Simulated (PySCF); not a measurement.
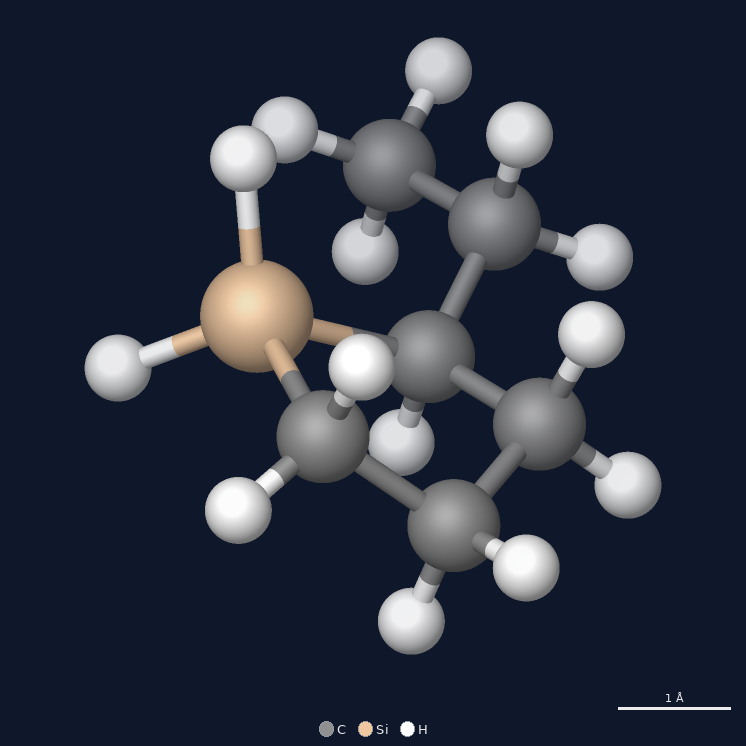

The picture shows a molecular structure as a ball-and-stick model. Every bond is drawn as one stick, whatever its order.

Computed geometry: GFN2-xTB optimisation. No frequency run is at hand to confirm it as a minimum.

Describe the molecule.

The molecule is C6H14Si. SMILES: `CC[C@H]1CCC[SiH2]1`. Independent rings (smallest set): 1 of 5 members. Among its groups: Si–H bond. The point group is C1. Coordination, clear cases only: 6 C tetrahedral.

More results for the same structure follow; atom numbers are the same in all pictures, views and colours differ.

### Dipole moment

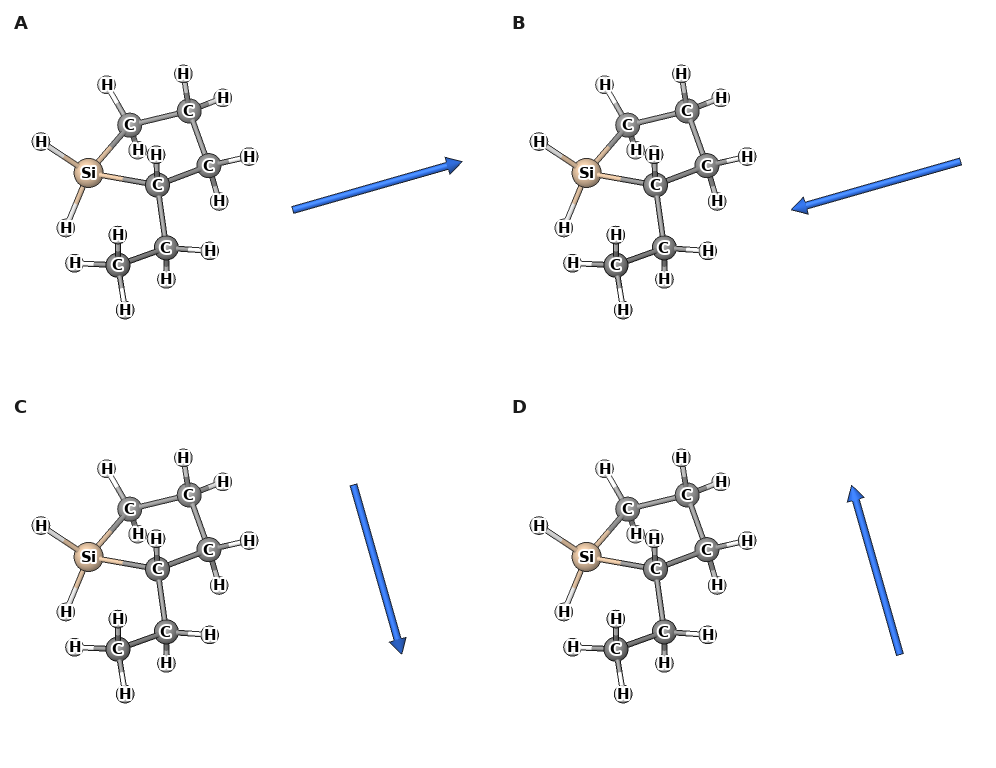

The same molecule four times, each with an arrow. No frequency run is at hand to confirm it as a minimum. Level of theory: PBE0/def2-SVPD, gas phase (PySCF 2.14.0).

Question: Which arrow points along the dipole moment, from the negative to the positive end?

Answer: A. The dipole moment is 0.61 D.

### NMR shielding

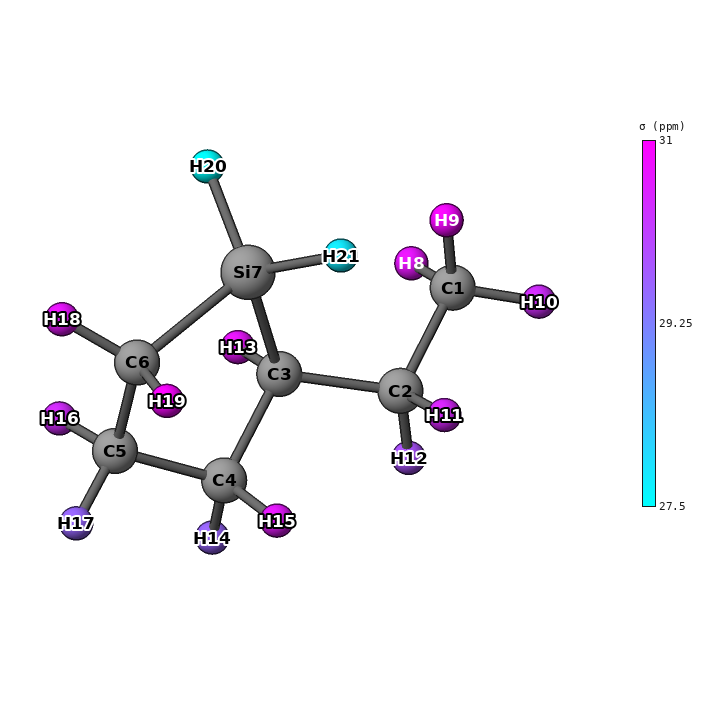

Atoms are coloured by their isotropic NMR shieldings (H only, the others grey). No frequency run is at hand to confirm it as a minimum. Method: GIAO PBE0/pcSseg-1 NMR shielding, non-relativistic, gas phase (PySCF 2.14.0).

Question: Which H atom is the most shielded (lowest chemical shift)?

Answer: H19 (30.91 ppm).

Question: Which H atom is the least shielded (highest chemical shift)?

Answer: H20 (27.50 ppm).

Question: How wide is the range of H shifts?

Answer: 3.41 ppm.

List the isotropic NMR shieldings of the H atoms.

```
atom  σ (ppm)
  H8    30.68
  H9    30.87
 H10    30.37
 H11    30.47
 H12    29.86
 H13    30.70
 H14    29.60
 H15    30.64
 H16    30.39
 H17    29.59
 H18    30.70
 H19    30.91
 H20    27.50
 H21    27.79
```

### Excitation

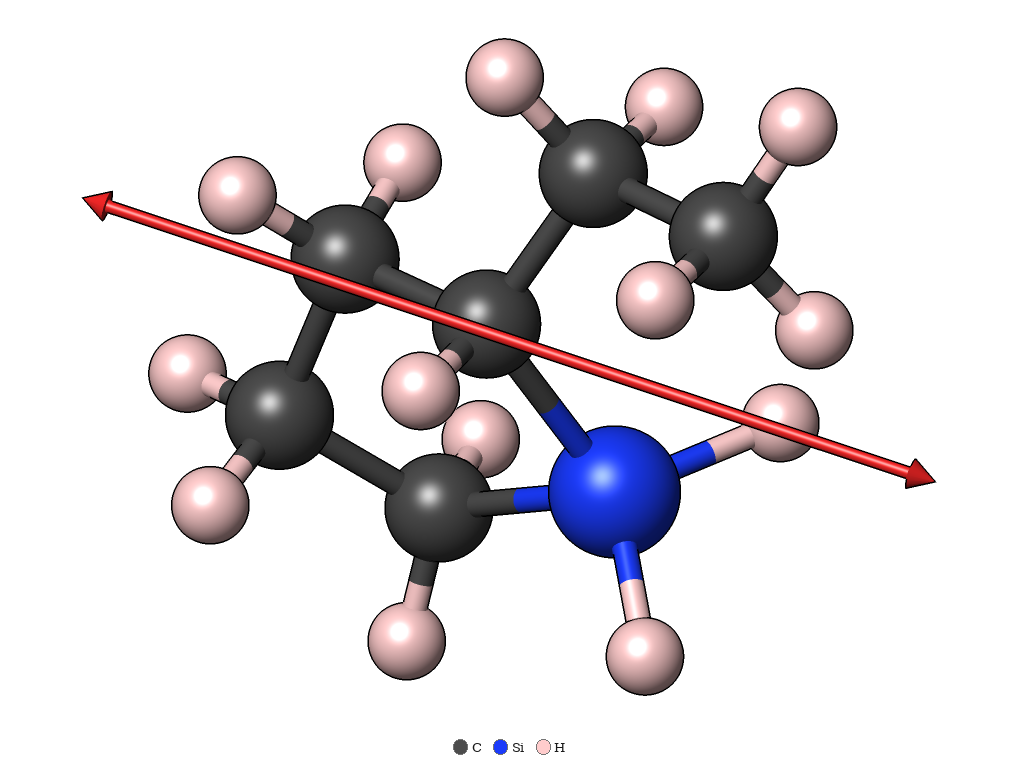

The double arrow shows the direction of the transition dipole to excited singlet state 2 (its length means nothing). No frequency run is at hand to confirm it as a minimum. Method: TDDFT PBE0/def2-SVPD, vertical, gas phase, core orbitals frozen in the response (PySCF 2.14.0).

Question: Where does the transition lie, and how strong is it?

Answer: 7.32 eV (169 nm), oscillator strength 0.033, mainly HOMO → LUMO+1 (weight 0.94); transition dipole 1.09 D.

The geometry is semi-empirical. Around Si such bond lengths and angles can be off by a tenth of an ångström or more and by several degrees, and values that hang on the shape move with them.
